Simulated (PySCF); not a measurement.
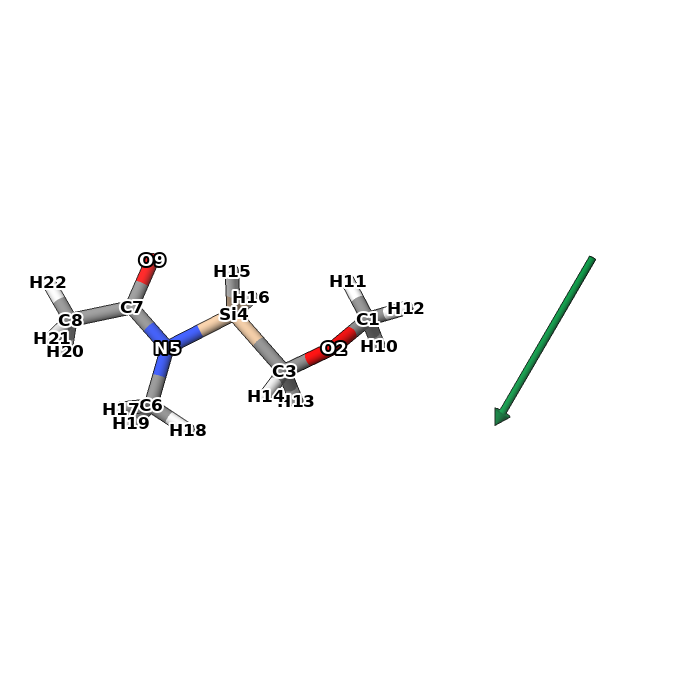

The arrow beside the molecule shows the direction of the dipole moment, from the negative to the positive end (its length means nothing). The computed structure is the end point of a GFN2-xTB optimisation. No frequency run is at hand to confirm it as a minimum. Method: PBE0/pcSseg-1, gas phase (PySCF 2.14.0).

> Estimate the dipole moment.

3.87 D; it points from the side of H12 to the side of H19 (the outermost atoms at the two ends).

The geometry is semi-empirical. Around Si such bond lengths and angles can be off by a tenth of an ångström or more and by several degrees, and values that hang on the shape move with them.
